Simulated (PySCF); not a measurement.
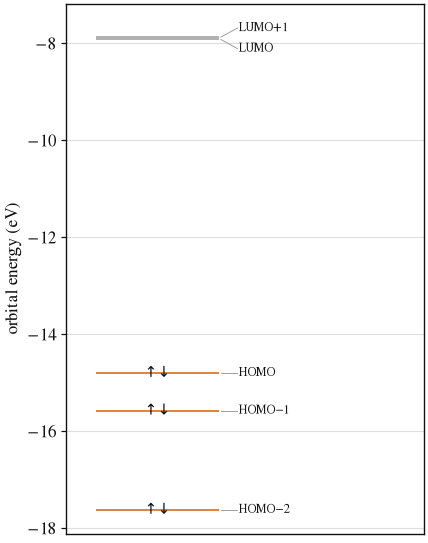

Kohn-Sham orbital energies near the frontier, B3LYP/def2-SVPD in PySCF, at a GFN2-xTB geometry (no frequency check), isolated molecule; empty levels in grey, levels within 0.03 eV side by side.

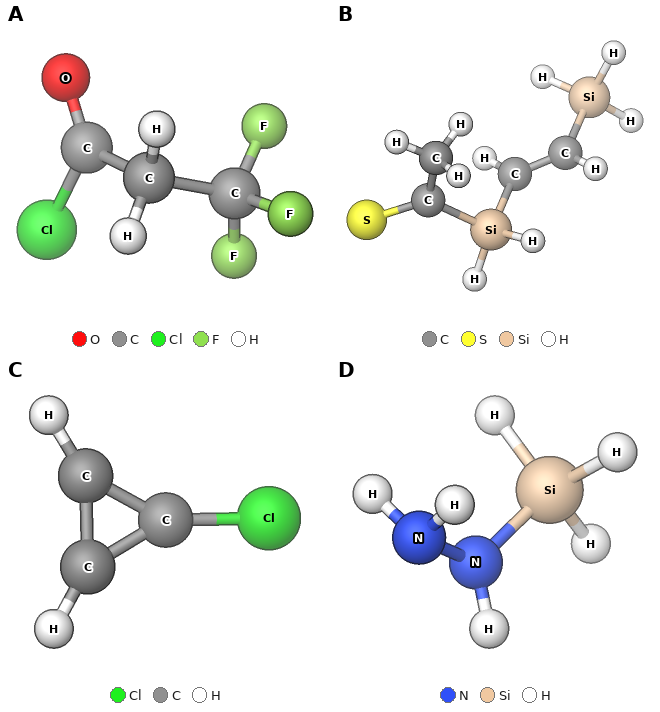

### Which molecule has this level scheme? Choose among the lettered structures. Charge and spin: A neutral singlet; B neutral singlet; C +1 singlet; D neutral singlet.

Structure C, C₃H₂Cl⁺, SMILES Clc1c[cH+]1. HOMO −14.80 eV, LUMO −7.92 eV, separation 6.88 eV.

Caveats: the tight-binding geometry is rougher than a DFT one and adds to the error.
